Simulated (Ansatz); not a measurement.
Consider CH$_{7}$BSn (SMILES C[BH][SnH3]).

```tsv
atom	x (Å)	y (Å)	z (Å)
C	1.2348	0.3475	-0.0637
B	0.2528	-0.7799	-0.5044
Sn	-1.9914	-0.7251	-0.0665
H	0.9014	1.0083	0.7597
H	1.2834	0.9950	-0.9799
H	2.2788	0.0112	0.1066
H	0.6607	-1.7126	-1.1694
H	-2.9593	-0.8767	-1.5054
H	-2.5060	0.7299	0.7411
H	-2.4609	-2.0528	0.9589
```

Geometry: BLYP-D3(BJ)/def2-SVP; core potentials replace the inner electrons of Sn.

Computed with isolated molecule in a Gaussian basis; Kohn-Sham density functional theory, functional PBE0 (Ansatz 0.2.0).

### What will maps of the electron density and electron localisation function show?

C–B (1.56 Å): the density is about 1.4 e/Å³ at the midpoint; the ELF peaks at about 0.95 between the atoms (a shared electron pair).
Sn–B (2.29 Å): ρ at the midpoint is about 0.61 e/Å³; the ELF peaks at about 0.95 in the valence shell of B, 0.8 Å from its nucleus, and drops to about 0.20 between the two atoms.
C–H (1.11 Å): the density is about 1.9 e/Å³ at the midpoint; the ELF climbs to about 1 towards the hydrogen, as it does in any bond to H: an ordinary covalent bond to hydrogen.
B–H (1.22 Å): the density is about 1.2 e/Å³ at the midpoint; the ELF climbs to about 1 towards the hydrogen; a covalent bond by its length.

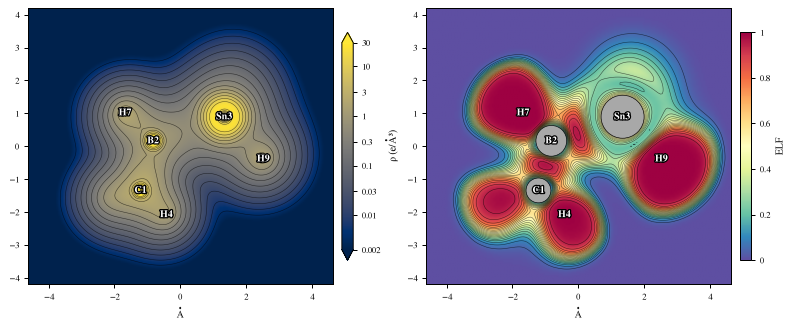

Computed electron density and electron localisation function on the plane of atoms Sn3, B2 and H7, in this order. Grey discs cover the atomic cores in the ELF map. 
